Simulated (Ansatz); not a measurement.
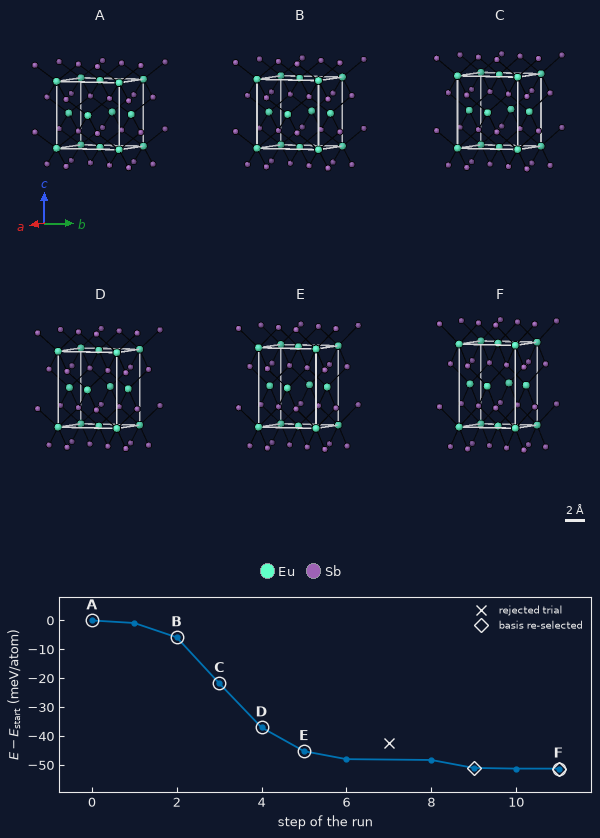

Frames of a relaxation of a crystal of EuSb (built on the zincblende type), marked on the history of the run. Style: ball-and-stick. Shown: the conventional cell (2 times the calculation's cell), from a free direction. Lengths and directions refer to the drawn axes.

Case: volume 47.586 Å^3/atom.

Level of theory: DFT r2SCAN, scalar-relativistic, plane waves, PAW (Ansatz 0.2.0). Set-up: plane-wave cutoff 500 eV; k-point mesh 8 × 8 × 4; occupations gaussian; smearing width 0.05 eV; collinear spin; cell relaxed at fixed volume; force threshold 0.01 eV/Å; at most 40 steps.

> What happens along the run?

After 8 accepted moves (11 points after the start) the energy has fallen by 51.2 meV per atom. All forces vanish by symmetry, so only the cell relaxes. The pressure goes from 0.01 to −1.39 GPa. The line search rejected the trial step at point 7 of the run. At 2 points the geometry stayed and the basis and grid were re-selected for the new cell (energy shift of 2.7 meV per atom at most each time). The atoms keep their places relative to the cell (all moves are under 0.005 Å). The drawn cell changes at constant volume: a = b 7.248 → 6.514 Å (−10.1 %), c 7.248 → 8.972 Å (+23.8 %). Some distances before and after: Eu–Sb 3.138 → 3.215 Å. Among the angles between lasting bonds that change: Sb–Eu–Sb 109.5° → 91.5°, Eu–Sb–Eu 109.5° → 91.5°, Eu–Sb–Eu 109.5° → 119.1°. The space group (tolerance 0.01 Å) goes from F-43m (No. 216) to I-4m2 (No. 119). Cost: 6.4 min on 2 threads of Intel(R) Xeon(R) 6975P-C (Granite Rapids), with other jobs on the host, peak memory 1.2 GiB. From step 0 to 2: energy −5.8 meV per atom. From step 2 to 3: energy −15.8 meV per atom. From step 3 to 4: energy −15.3 meV per atom. From step 4 to 5: energy −8.2 meV per atom. From step 5 to 11: energy −6.0 meV per atom.

Limits of the set-up: 4f states are treated without a Hubbard U.
